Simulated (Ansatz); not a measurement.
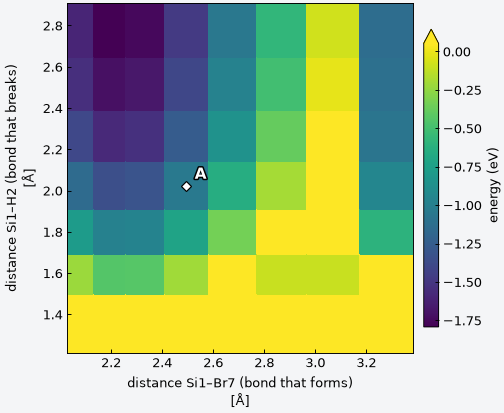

The reacting system BrClH₄Si (fragments BrClH₄Si where the first distance is long, BrClH₂Si + H₂ where the second is long). 
- The first coordinate is: distance Si1–Br7 (bond that forms); the second: distance Si1–H2 (bond that breaks).
- Relaxed at each point: all other coordinates.
- Grid: 8 × 8 points.
- Points are written as (first, second).
- Energies: eV, counted from a guessed transition structure relaxed with its forming and breaking bonds held.
- Energies and slopes of some neighbouring points disagree (a jump in structure or state, or too coarse a mesh). The reference is spin-restricted, so regions where a bond is pulled apart into radicals lie too high.
- Computed with Ansatz, RKS PBE-D4/def2-SVP.

In the figure: one coloured cell a grid point, one colour for all values above the top of the scale, the point A.

Q: Which way does the force act at A, and how strong is it?

A: A, at (2.495 Å, 2.023 Å), is not a stationary point. The computed force is 2 eV for each Å towards smaller values of the first coordinate and 1.1 eV for each Å towards larger values of the second coordinate.
